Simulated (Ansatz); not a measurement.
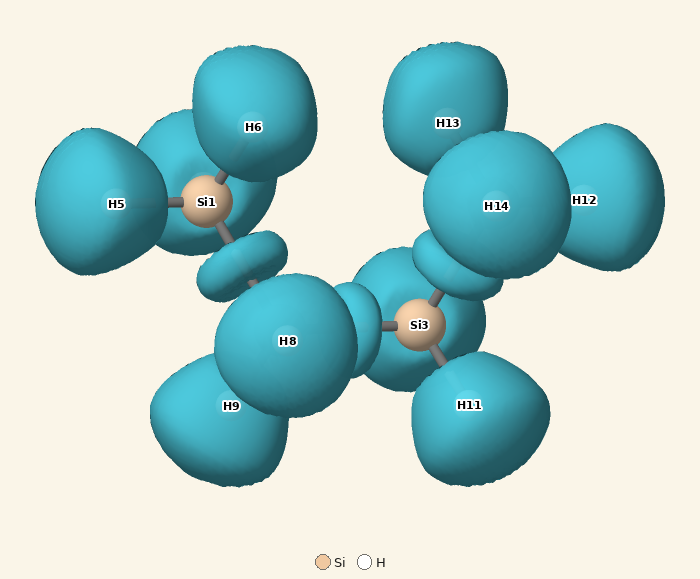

*H10Si4 (SMILES [SiH3][SiH2][SiH2][SiH3]). Isosurface of the electron localisation function at 0.85 (cyan), seen across its widest extent. Core shells and regions of very low density are left out.*

Geometry: PBE0-D4/def2-TZVP.

Level of theory: RKS PBE0-D4/def2-TZVPP in Ansatz.

```xyz
14

Si   -0.4215    2.1022    1.0071
Si   -1.5653    0.1677    0.3609
Si   -0.3109   -0.9996   -1.2303
Si    1.8062   -1.4881   -0.3657
H    -1.2167    2.9003    1.9787
H     0.8725    1.7303    1.6401
H    -0.1386    2.9451   -0.1858
H    -1.7713   -0.7027    1.5529
H    -2.9028    0.5289   -0.1881
H    -0.1613   -0.1547   -2.4488
H    -1.0026   -2.2606   -1.6206
H     2.6125   -2.2843   -1.3296
H     2.5294   -0.2224   -0.0687
H     1.6704   -2.2620    0.8978
```

### Where are the electrons localised?

The surface consists of three regions between bonded Si–Si atoms (shared pairs) and ten regions around hydrogen nuclei. Profiles from the grid: Si–Si (2.34 Å): the ELF peaks at about 1 between the atoms (a covalent bond). Si–H (1.49 Å): the ELF climbs to about 1 towards the hydrogen, as it does in any bond to H.
